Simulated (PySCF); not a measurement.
# C6H4F2: the cost of one run

Programs: PySCF 2.14.0, with routines of our own; each step states its level. All values are computed. Atoms count from 0.

## 1. The system as given

12 atoms, charge 0, multiplicity 1; geometry from: GFN2-xTB.

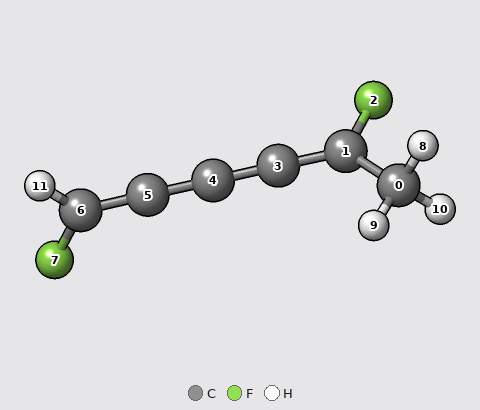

The starting geometry (carbon grey, fluorine green, hydrogen white).

## 2. Optimising the geometry at PBE0-D3(BJ)/def2-SVP

The job: settings as JSON, then the geometry in Å.

```
{"job": {"xc": "PBE0", "basis": "def2-SVP", "d3": "d3bj", "grid": 2, "kind": "geom"}, "charge": 0, "multiplicity": 1}
C     -2.450707    -0.322091    -0.904854
C     -1.592041    -0.475965     0.300841
F     -2.252144    -0.981505     1.373337
C     -0.320987    -0.175084     0.399184
C      0.911707     0.110204     0.483267
C      2.138511     0.428386     0.557827
C      3.405317     0.732833     0.633333
F      4.382815    -0.148002     0.343070
H     -3.286294     0.340458    -0.677677
H     -1.875629     0.086333    -1.729987
H     -2.860284    -1.292056    -1.187907
H      3.800933     1.695801     0.927669
```

The run is started by

```console
OMP_NUM_THREADS=1 python excited_run.py task.json out
```

This one command runs all jobs of the session in turn.

**Question.** How long does this first job take on 1 thread of AMD EPYC 9R45, shared host, and how much memory does it need?

About 44 s, with a peak of 0.65 GiB.
